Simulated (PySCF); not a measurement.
# CH₇BO₂SSi: geometry, spin-spin couplings

What spin-spin couplings should CH₇BO₂SSi (`CS[SiH2]B(O)O`) show?

Programs: PySCF 2.14.0, with density-fitted response routines of our own. Each step states its level of theory. These are calculated values for one molecule in the gas phase, unless marked as measured. Atoms are numbered from 0 throughout.

## (1) The molecule as given

13 atoms, charge 0, multiplicity 1; geometry from: GFN2-xTB. The atoms were then displaced at random by about 0.01 Å, so the start is not that level's minimum.

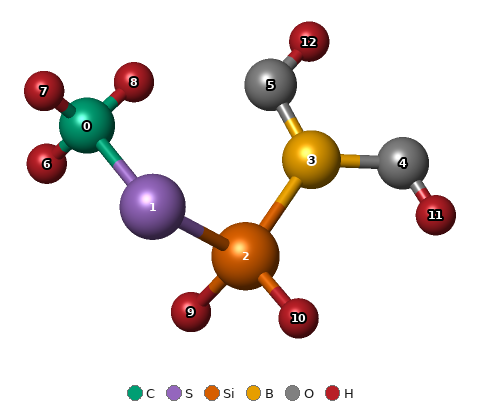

As it starts; carbon teal, sulfur purple, silicon orange, boron amber, oxygen grey, hydrogen red, atoms numbered.

## (2) Relaxing the molecule at PBE0-D3(BJ)/def2-SVP

The job: settings as JSON, then the geometry in Å.

```
{"job": {"xc": "PBE0", "basis": "def2-SVP", "d3": "d3bj", "grid": 1, "shake": 0.01, "kind": "geom"}, "charge": 0, "multiplicity": 1}
C      2.266290    -0.344080    -0.184380
S      1.516030     0.955470     0.887440
Si    -0.390110     1.261760    -0.106240
B     -1.384660    -0.395820    -0.316070
O     -2.761050    -0.516480    -0.113630
O     -0.791350    -1.514300    -0.725850
H      2.494130     0.117250    -1.152760
H      3.168040    -0.658810     0.290880
H      1.542470    -1.131930    -0.286410
H     -0.059110     1.965820    -1.341010
H     -0.978630     2.266880     0.794850
H     -3.234860     0.257050     0.206120
H     -1.381390    -2.279710    -0.824540
```

Run with:

```bash
> OMP_NUM_THREADS=1 python probes_run.py task.json out
```

One launch serves the whole session: the jobs run in the order shown.

Log:

```text
step   0  E = -904.54242493  max force = 0.055152
step   1  E = -904.55170284  max force = 0.010296
step   2  E = -904.55209557  max force = 0.002677
step   3  E = -904.55217940  max force = 0.001288
step   4  E = -904.55222332  max force = 0.002392
step   5  E = -904.55226448  max force = 0.002256
step   6  E = -904.55228031  max force = 0.001171
step   7  E = -904.55230688  max force = 0.000693
step   8  E = -904.55233100  max force = 0.001593
step   9  E = -904.55233555  max force = 0.001112
step  10  E = -904.55233512  max force = 0.000298
optimisation converged
```

It took 94 s on 1 thread of Arm Neoverse V1, shared host; peak memory 0.53 GiB.

Relaxation path:

```tsv
step	energy from step 0 (eV)	largest force component (eV/Å)
0	0.0000	2.8360
1	-0.2525	0.5294
2	-0.2632	0.1377
3	-0.2654	0.0662
4	-0.2666	0.1230
5	-0.2677	0.1160
6	-0.2682	0.0602
7	-0.2689	0.0356
8	-0.2696	0.0819
9	-0.2697	0.0572
10	-0.2697	0.0153
```

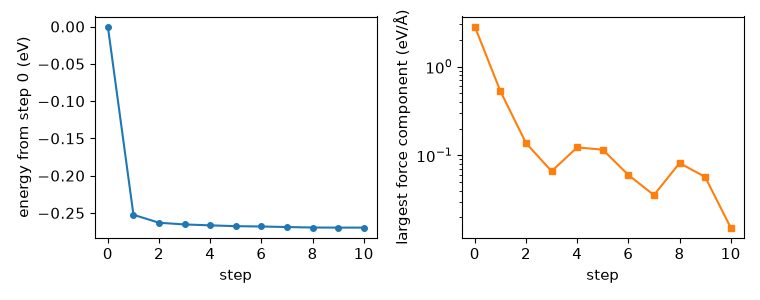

Energy and force, step by step.

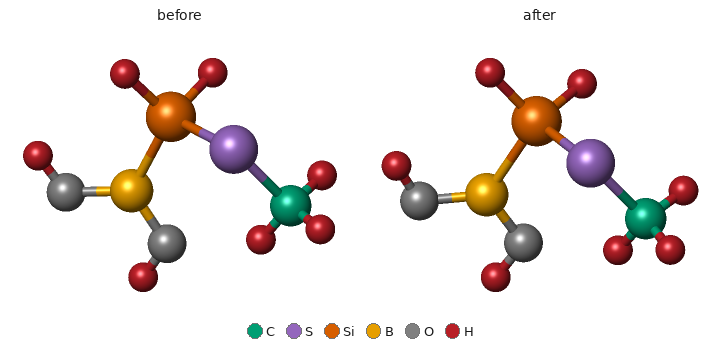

Before and after, at one scale.

Close pairs (by a distance rule), those that changed most:

```tsv
bond	before (Å)	after (Å)	change (Å)
Si2–B3	1.944	2.037	+0.092
Si2–H9	1.459	1.499	+0.040
B3–O4	1.396	1.362	-0.034
C0–H7	1.067	1.098	+0.031
B3–O5	1.331	1.359	+0.029
Si2–H10	1.473	1.499	+0.026
C0–H8	1.075	1.099	+0.024
C0–S1	1.844	1.825	-0.019
```

The end geometry stands in the next job.

```tsv
at the end point	value
point group (found at 0.08 Å tolerance)	C1
rotational constants (GHz, main isotopes)	3.490, 1.344, 1.111
dipole moment (D)	2.16
```

## (3) J couplings: B3LYP/cc-pVTZ

The job: settings as JSON, then the geometry in Å.

```
{"job": {"kind": "j", "xc": "B3LYP", "basis": "cc-pVTZ"}, "charge": 0, "multiplicity": 1}
C      2.197078    -0.442781    -0.176421
S      1.496980     0.846531     0.908547
Si    -0.273964     1.336125    -0.211806
B     -1.461248    -0.314641    -0.328187
O     -2.679139    -0.441439     0.269081
O     -0.964015    -1.391025    -0.993289
H      2.590758    -0.004062    -1.104407
H      3.025331    -0.904986     0.377097
H      1.449749    -1.210922    -0.418558
H      0.083136     1.881535    -1.561976
H     -0.927782     2.427941     0.579985
H     -2.964102     0.346997     0.739260
H     -1.566006    -2.146479    -0.942707
```

Level: B3LYP/cc-pVTZ indirect spin-spin coupling, non-relativistic, gas phase.

Log:

```text
coarse grid: 11936 points
cycle   1  E = -905.4210021916  dE =  5.210e-01  |g| = 9.781e-01  |ddm| = 7.161e+00
cycle   2  E = -905.1508498072  dE =  2.702e-01  |g| = 1.565e+00  |ddm| = 3.198e+00
cycle   3  E = -905.5888272287  dE = -4.380e-01  |g| = 9.102e-02  |ddm| = 2.044e+00
cycle   4  E = -905.5905247912  dE = -1.698e-03  |g| = 3.485e-02  |ddm| = 2.054e-01
cycle   5  E = -905.5908250178  dE = -3.002e-04  |g| = 8.269e-03  |ddm| = 7.166e-02
cycle   6  E = -905.5908407797  dE = -1.576e-05  |g| = 3.400e-03  |ddm| = 1.517e-02
cycle   7  E = -905.5908428969  dE = -2.117e-06  |g| = 1.099e-03  |ddm| = 5.203e-03
final grid: 106112 points
cycle   8  E = -905.5872755620  dE = -8.156e-05  |g| = 4.993e-03  |ddm| = 8.294e-02
cycle   9  E = -905.5872704466  dE =  5.115e-06  |g| = 7.088e-03  |ddm| = 1.696e-02
cycle  10  E = -905.5872801575  dE = -9.711e-06  |g| = 6.961e-04  |ddm| = 9.833e-03
cycle  11  E = -905.5872802375  dE = -8.000e-08  |g| = 3.488e-04  |ddm| = 1.352e-03
cycle  12  E = -905.5872802590  dE = -2.157e-08  |g| = 1.081e-04  |ddm| = 5.197e-04
cycle  13  E = -905.5872802618  dE = -2.750e-09  |g| = 2.104e-05  |ddm| = 1.594e-04
cycle  14  E = -905.5872802619  dE = -8.777e-11  |g| = 6.898e-06  |ddm| = 3.278e-05
converged SCF energy = -905.5872802619

Indirect spin-spin couplings (Hz)
  i      j    bonds     total        FC       PSO       DSO        SD
  0 C    1 S    1    -13.411   -15.348     1.905     0.033         -
  0 C    2 Si   2      0.990     0.734     0.201    -0.003     0.058
  0 C    3 B    3      0.408     0.414    -0.030     0.036    -0.012
  0 C    5 O    4     -1.151    -1.159     0.033    -0.026         -
  0 C    6 H    1    132.793   131.074     1.034     0.685         -
  0 C    7 H    1    129.315   127.568     1.085     0.662         -
  0 C    8 H    1    136.441   134.842     0.862     0.738         -
  0 C    9 H    3      1.553     1.530     0.001     0.023         -
  0 C   10 H    3      7.129     7.417     0.126    -0.414         -
  1 S    2 Si   1     21.228    20.224     2.900    -0.016    -1.879
  1 S    3 B    2      0.546     0.880    -0.221     0.008    -0.122
  1 S    6 H    2      1.124     0.879     0.294    -0.049         -
  1 S    7 H    2      6.714     6.219     0.535    -0.039         -
  1 S    8 H    2      0.692     0.379     0.353    -0.040         -
  1 S    9 H    2      2.160     2.173     0.046    -0.059         -
  1 S   10 H    2      8.714     8.664     0.083    -0.033         -
  2 Si   3 B    1   -110.595  -109.400     0.172    -0.174    -1.193
  2 Si   4 O    2      0.377    -0.031     0.172    -0.005     0.241
  2 Si   5 O    2     20.865    20.625     0.182     0.006     0.052
  2 Si   6 H    3     -1.769    -1.853     0.058    -0.009     0.035
  2 Si   7 H    3    -11.622   -11.754    -0.141     0.294    -0.022
  2 Si   8 H    3     -3.211    -3.326     0.157    -0.098     0.055
  2 Si   9 H    1   -155.673  -156.154     0.726    -0.285     0.040
  2 Si  10 H    1   -144.238  -144.614     0.571    -0.289     0.094
  2 Si  11 H    3     -1.922    -1.833    -0.036    -0.105     0.052
  2 Si  12 H    3    -10.898   -10.877    -0.352     0.373    -0.042
  3 B    4 O    1     -0.543    -6.022     5.614    -0.135     0.000
  3 B    5 O    1      5.219     0.184     5.310    -0.139    -0.136
  3 B    7 H    4     -0.216    -0.154     0.136    -0.193    -0.005
  3 B    8 H    4      0.459     0.401    -0.354     0.419    -0.007
  3 B    9 H    2     10.203    10.286    -0.107    -0.020     0.044
  3 B   10 H    2      7.213     7.326    -0.126    -0.021     0.034
  3 B   11 H    2     -1.111     0.157    -0.434    -0.812    -0.022
  3 B   12 H    2     -6.138    -4.898    -0.377    -0.782    -0.082
  4 O    9 H    3     -0.842    -0.900    -0.091     0.150         -
  4 O   10 H    3      0.574     0.569    -0.005     0.010         -
  4 O   11 H    1    -65.936   -53.864   -11.737    -0.335         -
  4 O   12 H    3     -2.079    -2.674     0.673    -0.078         -
  5 O    7 H    5     -0.240    -0.240    -0.051     0.052         -
  5 O    8 H    5     -0.290    -0.277     0.317    -0.330         -
  5 O    9 H    3      1.167     1.155     0.001     0.011         -
  5 O   10 H    3     -7.024    -7.125    -0.088     0.190         -
  5 O   11 H    3     -2.493    -2.894    -0.031     0.433         -
  5 O   12 H    1    -55.266   -43.055   -11.842    -0.369         -
  6 H    7 H    2    -10.878   -11.151     2.658    -2.385         -
  6 H    8 H    2     -8.264    -8.578     2.496    -2.182         -
  6 H    9 H    4      1.123     0.734    -0.588     0.976         -
  6 H   10 H    4     -1.184    -0.406     0.585    -1.362         -
  6 H   11 H    6     -0.284    -0.002     0.678    -0.959         -
  7 H    8 H    2    -11.569   -11.859     2.539    -2.250         -
  7 H    9 H    4     -0.745    -0.417     0.853    -1.181         -
  7 H   10 H    4      2.794     3.508     0.852    -1.566         -
  7 H   11 H    6     -0.253    -0.006     0.676    -0.923         -
  8 H    9 H    4      0.314     0.361     0.025    -0.072         -
  8 H   10 H    4     -0.945    -0.075     0.574    -1.444         -
  8 H   11 H    6     -0.160    -0.015     0.625    -0.770         -
  8 H   12 H    6      0.243     0.175     0.640    -0.573         -
  9 H   10 H    2      2.457     3.420     0.614    -1.577         -
  9 H   11 H    4     -0.451     0.050     0.421    -0.923         -
  9 H   12 H    4     -0.930    -0.627     1.334    -1.636         -
 10 H   11 H    4      0.321    -0.159    -1.201     1.681         -
 10 H   12 H    4      2.790     3.287     1.196    -1.693         -
 11 H   12 H    4     -0.857    -0.382     2.602    -3.076         -
```

It took 2.2 min on 1 thread of Arm Neoverse V1, shared host; peak memory 0.99 GiB.

This basis has no tight s functions, so the Fermi-contact terms are rough.

Couplings of 1 Hz or more, nine at most for each number of bonds, with means over like pairs (isotopes 11B, 13C, 1H, 17O, 33S, 29Si):

```tsv
pair	bonds	J (Hz)	Fermi contact (Hz)
Si2–H9	1	-150.0	-150.4
C0–H6	1	132.8	131.2
Si2–B3	1	-110.6	-109.4
O4–H11	1	-60.6	-48.5
S1–Si2	1	21.2	20.2
C0–S1	1	-13.4	-15.3
B3–O4	1	2.3	-2.9
Si2–O4	2	10.6	10.3
H6–H7	2	-10.2	-10.5
B3–H9	2	8.7	8.8
S1–H9	2	5.4	5.4
B3–H11	2	-3.6	-2.4
S1–H6	2	2.8	2.5
H9–H10	2	2.5	3.4
Si2–H11	3	-6.4	-6.4
Si2–H6	3	-5.5	-5.6
C0–H9	3	4.3	4.5
O4–H12	3	-2.3	-2.8
O4–H9	3	-1.5	-1.6
```

The spin-dipole term was solved for some atoms only; pairs without it lack that part.

The response was solved for the nuclei of B, C, H, Si alone, so couplings that need other nuclei can be missing.

Quadrupole couplings from the field gradients of the same density:

```tsv
atom	isotope	eQq/h (MHz)	η
S1	33S	34.8	0.79
O5	17O	-7.774	0.10
O4	17O	-7.522	0.17
B3	11B	3.302	0.26
```

## (4) Spin-spin couplings: B3LYP/6-31G*

Same as in step 3 but for these lines:

```diff
@@ -1,2 +1,2 @@
-{"job": {"kind": "j", "xc": "B3LYP", "basis": "cc-pVTZ"}, "charge": 0, "multiplicity": 1}
+{"job": {"kind": "j", "xc": "B3LYP", "basis": "6-31G*"}, "charge": 0, "multiplicity": 1}
 C      2.197078    -0.442781    -0.176421
```

Method: B3LYP/6-31G* indirect spin-spin coupling, non-relativistic, gas phase.

Log:

```text
coarse grid: 11936 points
cycle   1  E = -905.3193650505  dE =  5.409e-01  |g| = 9.185e-01  |ddm| = 3.282e+00
cycle   2  E = -905.1037989970  dE =  2.156e-01  |g| = 1.402e+00  |ddm| = 1.652e+00
cycle   3  E = -905.4830407047  dE = -3.792e-01  |g| = 8.266e-02  |ddm| = 1.041e+00
cycle   4  E = -905.4846657409  dE = -1.625e-03  |g| = 2.598e-02  |ddm| = 1.200e-01
cycle   5  E = -905.4848551901  dE = -1.894e-04  |g| = 6.289e-03  |ddm| = 3.941e-02
cycle   6  E = -905.4848665615  dE = -1.137e-05  |g| = 2.027e-03  |ddm| = 1.035e-02
cycle   7  E = -905.4848675822  dE = -1.021e-06  |g| = 5.082e-04  |ddm| = 2.434e-03
final grid: 106112 points
cycle   8  E = -905.4088188521  dE = -1.902e-05  |g| = 4.564e-03  |ddm| = 1.483e-02
cycle   9  E = -905.4088144615  dE =  4.391e-06  |g| = 6.485e-03  |ddm| = 8.191e-03
cycle  10  E = -905.4088235164  dE = -9.055e-06  |g| = 4.508e-04  |ddm| = 4.887e-03
cycle  11  E = -905.4088235682  dE = -5.176e-08  |g| = 1.518e-04  |ddm| = 6.179e-04
cycle  12  E = -905.4088235720  dE = -3.747e-09  |g| = 6.607e-05  |ddm| = 1.468e-04
cycle  13  E = -905.4088235729  dE = -9.807e-10  |g| = 1.295e-05  |ddm| = 7.031e-05
converged SCF energy = -905.4088235729

Indirect spin-spin couplings (Hz)
  i      j    bonds     total        FC       PSO       DSO        SD
  0 C    1 S    1     -7.686    -9.484     1.765     0.033         -
  0 C    2 Si   2      0.707     0.504     0.151    -0.003     0.054
  0 C    3 B    3      0.430     0.426    -0.022     0.037    -0.011
  0 C    5 O    4     -1.429    -1.439     0.035    -0.025         -
  0 C    6 H    1    151.915   150.466     0.706     0.743         -
  0 C    7 H    1    149.097   147.626     0.749     0.722         -
  0 C    8 H    1    154.586   153.218     0.574     0.794         -
  0 C    9 H    3      1.458     1.427     0.005     0.026         -
  0 C   10 H    3      7.366     7.699     0.077    -0.410         -
  1 S    2 Si   1     12.650    11.580     2.867    -0.016    -1.781
  1 S    3 B    2      0.327     0.621    -0.192     0.008    -0.111
  1 S    6 H    2      0.477     0.308     0.216    -0.047         -
  1 S    7 H    2      5.169     4.804     0.401    -0.036         -
  1 S    8 H    2      0.134    -0.120     0.291    -0.037         -
  1 S    9 H    2      1.899     1.840     0.116    -0.057         -
  1 S   10 H    2      7.648     7.562     0.118    -0.032         -
  2 Si   3 B    1   -114.858  -113.779     0.127    -0.174    -1.032
  2 Si   4 O    2      1.526     1.135     0.146    -0.004     0.248
  2 Si   5 O    2     18.789    18.551     0.185     0.006     0.048
  2 Si   6 H    3     -1.400    -1.449     0.020    -0.011     0.040
  2 Si   7 H    3    -10.624   -10.775    -0.124     0.291    -0.016
  2 Si   8 H    3     -2.531    -2.565     0.073    -0.099     0.060
  2 Si   9 H    1   -179.600  -179.928     1.036    -0.314    -0.394
  2 Si  10 H    1   -165.978  -166.201     0.883    -0.317    -0.344
  2 Si  11 H    3     -1.408    -1.282    -0.068    -0.107     0.048
  2 Si  12 H    3     -9.805    -9.829    -0.302     0.368    -0.042
  3 B    4 O    1    -12.265   -16.952     4.817    -0.143     0.013
  3 B    5 O    1     -7.544   -11.828     4.532    -0.147    -0.102
  3 B    6 H    4      0.255     0.334    -0.009    -0.055    -0.014
  3 B    7 H    4     -0.285    -0.173     0.082    -0.189    -0.005
  3 B    8 H    4      0.708     0.538    -0.239     0.416    -0.006
  3 B    9 H    2      9.670     9.763    -0.113    -0.012     0.032
  3 B   10 H    2      6.188     6.289    -0.117    -0.012     0.027
  3 B   11 H    2     -0.412     0.970    -0.586    -0.783    -0.013
  3 B   12 H    2     -6.308    -4.933    -0.538    -0.753    -0.084
  4 O    9 H    3     -1.000    -1.071    -0.074     0.145         -
  4 O   10 H    3      0.528     0.552    -0.027     0.003         -
  4 O   11 H    1    -83.041   -72.151   -10.426    -0.464         -
  4 O   12 H    3     -1.315    -1.924     0.686    -0.077         -
  5 O    7 H    5     -0.159    -0.198    -0.015     0.053         -
  5 O    9 H    3      0.970     0.938     0.021     0.011         -
  5 O   10 H    3     -6.233    -6.370    -0.051     0.187         -
  5 O   11 H    3     -1.699    -2.251     0.129     0.423         -
  5 O   12 H    1    -70.947   -60.020   -10.433    -0.494         -
  6 H    7 H    2    -14.687   -13.897     1.472    -2.263         -
  6 H    8 H    2    -12.295   -11.600     1.363    -2.058         -
  6 H    9 H    4      1.292     0.749    -0.435     0.978         -
  6 H   10 H    4     -1.495    -0.449     0.300    -1.346         -
  6 H   11 H    6     -0.504    -0.002     0.447    -0.949         -
  6 H   12 H    6     -0.413     0.007     0.742    -1.162         -
  7 H    8 H    2    -15.266   -14.515     1.377    -2.128         -
  7 H    9 H    4     -1.075    -0.446     0.535    -1.163         -
  7 H   10 H    4      2.362     3.396     0.516    -1.550         -
  7 H   11 H    6     -0.473    -0.004     0.443    -0.912         -
  7 H   12 H    6     -0.317     0.059     0.602    -0.978         -
  8 H    9 H    4      0.315     0.444    -0.072    -0.056         -
  8 H   10 H    4     -1.333    -0.197     0.290    -1.427         -
  8 H   11 H    6     -0.329    -0.014     0.448    -0.763         -
  8 H   12 H    6      0.172     0.144     0.593    -0.565         -
  9 H   10 H    2      1.651     3.037     0.118    -1.504         -
  9 H   11 H    4     -0.708    -0.004     0.200    -0.904         -
  9 H   12 H    4     -1.337    -0.661     0.934    -1.609         -
 10 H   11 H    4      0.669    -0.129    -0.878     1.676         -
 10 H   12 H    4      2.540     3.402     0.809    -1.670         -
 11 H   12 H    4     -1.741    -0.506     1.795    -3.030         -
```

It took 18 s on 1 thread of Arm Neoverse V1, shared host; peak memory 0.62 GiB.

The basis is not made for couplings: without tight functions at the nuclei these values are rough.

In short: J(Si2,H9) -172.8 Hz, J(C0,H6) 151.9 Hz, J(Si2,B3) -114.9 Hz (means over like pairs).

## (5) Side by side: spin-spin couplings

Couplings (Hz), each a mean over the pairs like the one named, with basis size and wall time:

```tsv
run	Si2–H9	C0–H6	Si2–B3	O4–H11	S1–Si2	C0–S1	Si2–O4	functions	time
B3LYP/cc-pVTZ	-150.0	132.8	-110.6	-60.6	21.2	-13.4	10.6	286	2.2 min
B3LYP/6-31G*	-172.8	151.9	-114.9	-77.0	12.7	-7.7	10.2	106	18 s
```

## (6) What came out

| quantity | value |
| --- | --- |
| point group | C1 |
| rotational constants (main isotopes) | 3.49, 1.34, 1.11 GHz |
| largest coupling of the table (B3LYP/cc-pVTZ) | 1J(Si,H) Si2–H9, -150.0 Hz |
| range of J(Si2,H9), mean over like pairs | -172.8 to -150.0 Hz |

In words: Over 10 steps the energy fell by 0.270 eV; of the close pairs, Si2–B3 changed most, 1.944 to 2.037 Å. In the run at B3LYP/cc-pVTZ, the largest coupling of the table is Si2–H9 (mean over like pairs), -150.0 Hz, of which the Fermi-contact term gives -150.4 Hz. Couplings across rotatable bonds belong to this one conformer; where others are populated, the observed values are averages. The coupling Si2–H9, as a mean over pairs of its kind, runs from -172.8 Hz (B3LYP/6-31G*) to -150.0 Hz (B3LYP/cc-pVTZ). Couplings from bases without tight functions are rough.
